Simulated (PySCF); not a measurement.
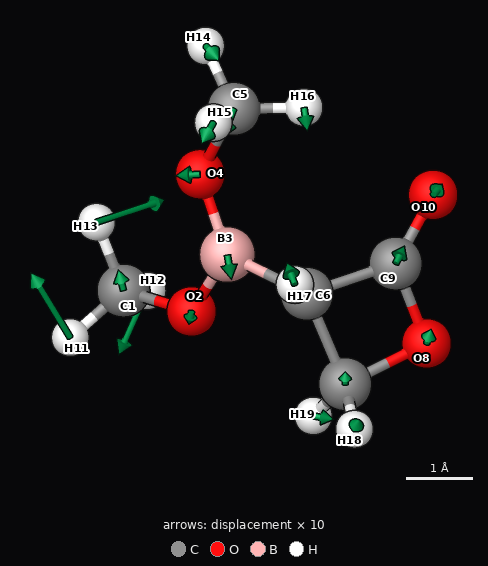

This is a relaxation of C$_{5}$H$_{9}$BO$_{4}$. The starting structure is drawn; green arrows show the displacements, magnified 10 times. The two geometries are superimposed by the best rigid fit.

A ball-and-stick model, seen at a tilt.

The start comes from GFN2-xTB. Its atoms were then displaced at random by about 0.01 Å.

Method: PBE0-D3(BJ)/def2-SVP geometry optimisation, gas phase in PySCF 2.14.0, density-fitted response routines. 

Which element moves most?

Answer. Hydrogen: up to 0.14 Å, against 0.05 Å for carbon.

What did the optimiser do to the structure, and how much energy did it gain?

Answer. After 5 geometry steps the energy has fallen by 0.189 eV. An H atom moves most after the best rigid fit: 0.14 Å. By element the largest moves are H 0.14 Å, C 0.05 Å, B 0.04 Å, O 0.04 Å. Near-neighbour distances that change, for instance: C–H 1.151 → 1.100 Å, B–O 1.304 → 1.353 Å, B–C 1.632 → 1.590 Å, C–H 1.067 → 1.101 Å. Bond angles that change, for instance: B–O–C 127.5° → 123.8°, H–C–H 111.6° → 108.8°, H–C–H 111.0° → 108.2°.
